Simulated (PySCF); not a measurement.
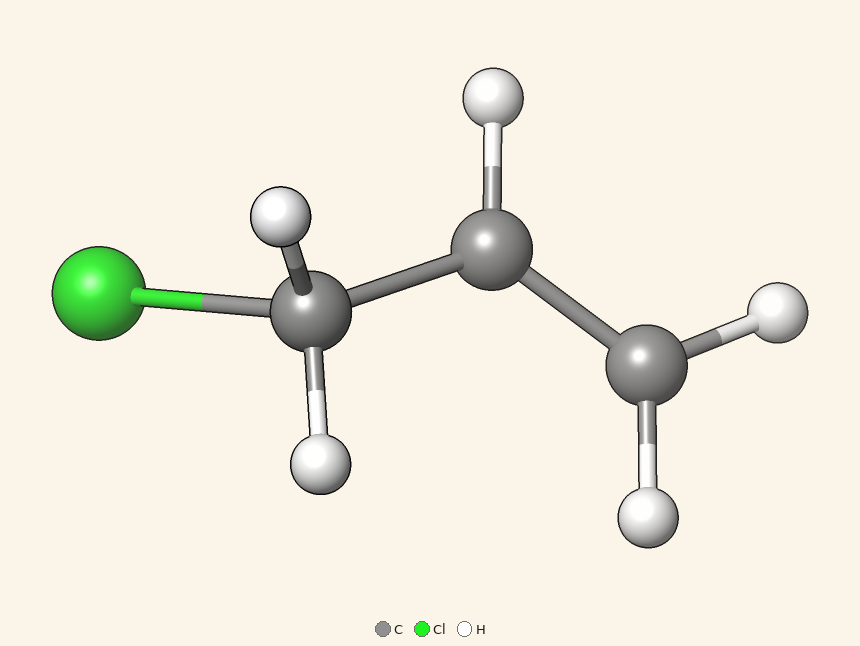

Give the formula.

C3H5Cl, 9 atoms: 3 carbon, 5 hydrogen and 1 chlorine.

Which point group does it belong to?

C1.

More results for the same structure follow; atom numbers are the same in all pictures, views and colours differ. The geometry was computed by an optimisation with PBE0-D3(BJ)/def2-SVP. No frequency run is at hand to confirm it as a minimum.

### Shape

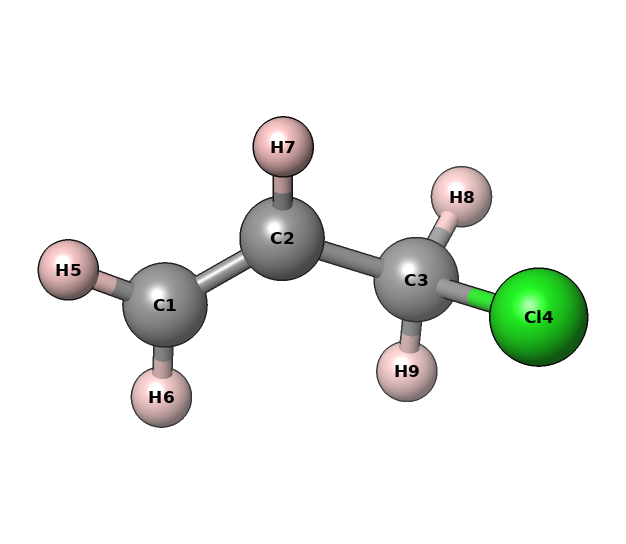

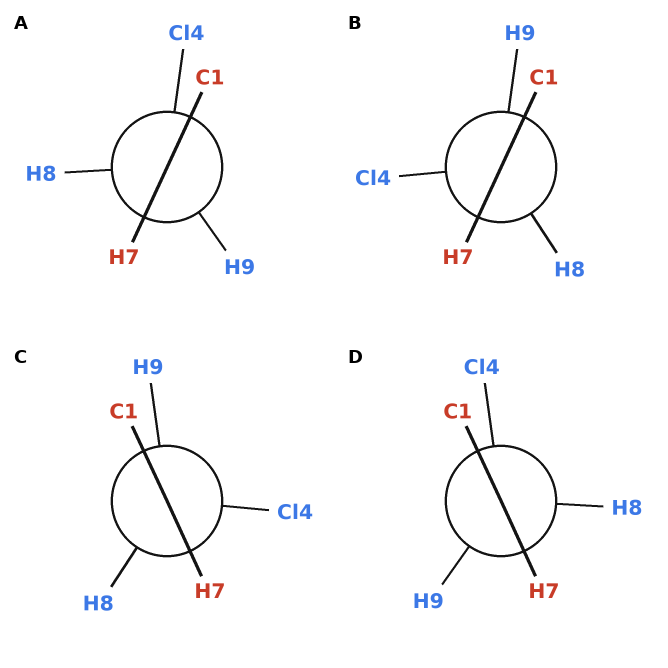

Distant atoms are faded towards the background colour. Bonds that would overlap in a projection are set slightly apart. No frequency run is at hand to confirm it as a minimum.

Which Newman projection shows the view along C2–C3, with C2 in front?

B. The torsion angle C1–C2–C3–Cl4 is −120°, anticlinal.

### Quadrupole coupling

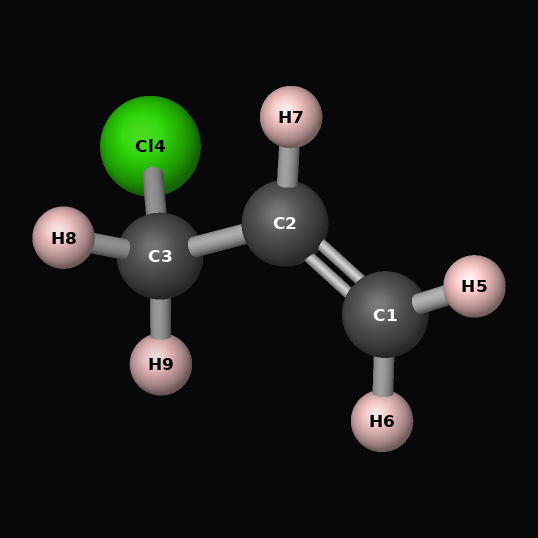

No frequency run is at hand to confirm it as a minimum. Electric field gradients from the ground-state density, PBE0/pcSseg-1 in chloroform (IEF-PCM) (PySCF 2.14.0), non-relativistic apart from any core potentials.

Give the largest field-gradient component, the quadrupole coupling constant and the asymmetry for 35Cl at Cl4 (Q = −81.7 mb), 2H at H5 (Q = 2.86 mb), 2H at H6 (Q = 2.86 mb), 2H at H7 (Q = 2.86 mb), 2H at H8 (Q = 2.86 mb).

```tsv
atom	V_zz (a.u.)	e²qQ/h (MHz)	η
Cl4	3.856	−74.0	0.03
H5	0.305	0.205	0.05
H6	0.301	0.202	0.06
H7	0.296	0.199	0.07
H8	0.281	0.189	0.04
```

### Charges

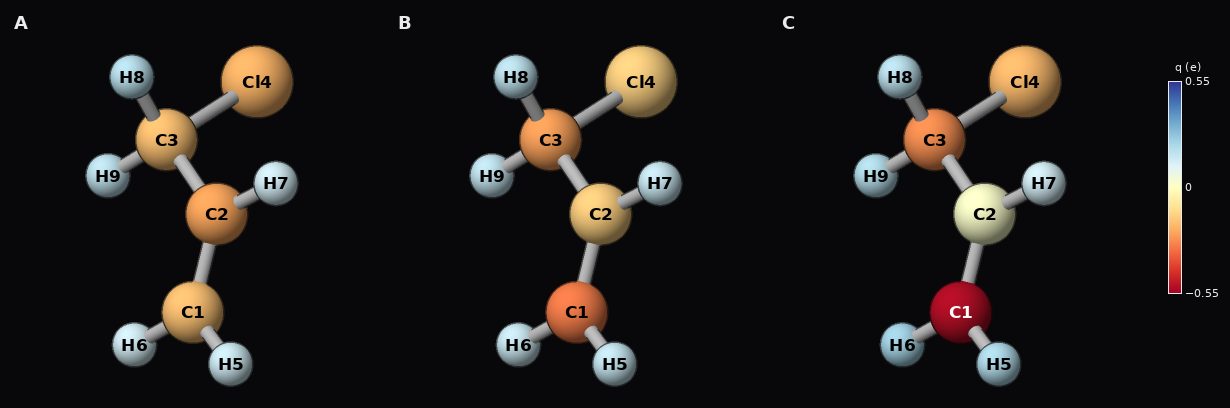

Atomic charges of one calculation by 3 schemes, on one colour scale. No frequency run is at hand to confirm it as a minimum. Method: PBE0/pcSseg-1 in chloroform (IEF-PCM) (PySCF 2.14.0).

The schemes are ESP-fitted, IAO, Mulliken. Which panel shows which?

A Mulliken, B IAO, C ESP-fitted.

List the charges (e), one line for each set of equivalent atoms.

```csv
atom,Mulliken,IAO,ESP-fitted
C1,−0.17,−0.30,−0.51
C2,−0.23,−0.14,0.02
C3,−0.17,−0.24,−0.27
Cl4,−0.20,−0.14,−0.19
H5,0.14,0.16,0.21
H6,0.14,0.15,0.23
H7,0.14,0.16,0.13
H8,0.19,0.18,0.18
H9,0.17,0.17,0.19
```

### Bond orders

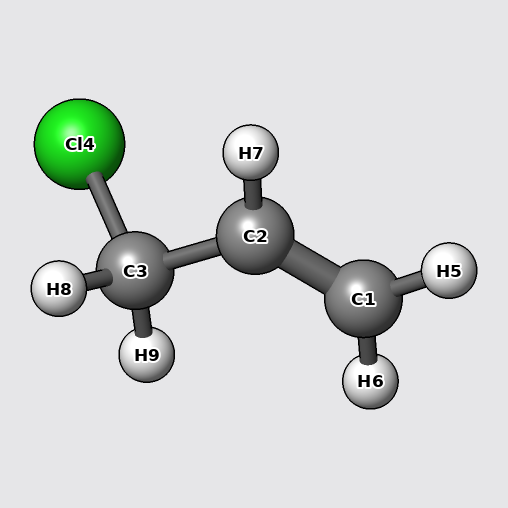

The thickness of each stick grows with its Mayer bond order. No frequency run is at hand to confirm it as a minimum. Computed with PBE0/pcSseg-1 in chloroform (IEF-PCM) (PySCF 2.14.0).

List the Mayer bond orders of C1–C2, C1–H5, C1–H6, C2–C3, C2–H7, C3–Cl4, C3–H8, C3–H9.

```tsv
bond	Mayer order	length (Å)
C1–C2	1.97	1.333
C1–H5	0.95	1.093
C1–H6	0.95	1.095
C2–C3	1.02	1.488
C2–H7	0.95	1.096
C3–Cl4	0.94	1.799
C3–H8	0.93	1.100
C3–H9	0.94	1.098
```

Mulliken values depend strongly on the basis set and can even reverse the polarity of a bond.
